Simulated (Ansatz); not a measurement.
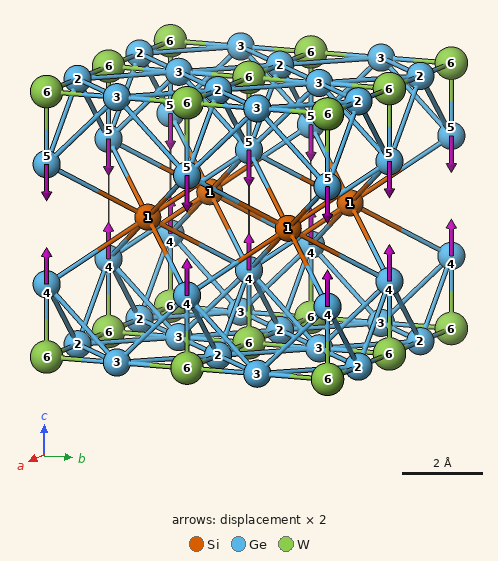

This is a relaxation of a crystal of SiGe$_{4}$W (a generated structure, set up in P4/mmm) (coarse preliminary run). The starting structure is drawn; purple arrows show the displacements (the part carried along by the change of the cell is left out), 2 times their true length.

The picture is a ball-and-stick view of the cell of the calculation, repeated 2 × 2 × 1 with one cell outlined, seen slightly off an axis.

Level of theory: DFT PBE, scalar-relativistic, plane waves, PAW (Ansatz). Settings: plane-wave cutoff 420 eV; k-point mesh 4 × 4 × 4; occupations gaussian; smearing width 0.1 eV; no spin polarisation; cell and atoms relaxed; force threshold 0.04 eV/Å; at most 70 steps.

Which element moves most?

Answer. Germanium: up to 0.48 Å, against 0.00 Å for silicon.

What happened in the run?

Answer. Over 11 accepted moves (13 points after the start) the energy falls by 4249 meV per atom. The largest force component goes from 27 to 0.00034 eV/Å. The pressure goes from 135.22 to −0.03 GPa. At 2 points the geometry stayed and the basis and grid were re-selected for the new cell (energy shift of 82.0 meV per atom at most each time). The largest moves relative to the cell, 0.48 Å, are those of Ge4 and Ge5. Ge4 goes along +c. Si and W stay in place. The volume changes by +67.4 %, with a = b 3.838 → 4.796 Å (+25.0 %), c 6.746 → 7.234 Å (+7.2 %). Near-neighbour distances that change, for instance: Ge2–Ge4 2.663 → 3.433 Å, Ge4–Ge5 3.053 → 2.320 Å, Ge2–Ge3 2.714 → 3.392 Å, Ge4–W6 1.846 → 2.457 Å. New bonds form: Ge4–Ge5 (3.05 → 2.32 Å). The space group stays P4/mmm (No. 123).

Limits of the set-up: the k-point mesh is coarse for a cell with partly filled bands.
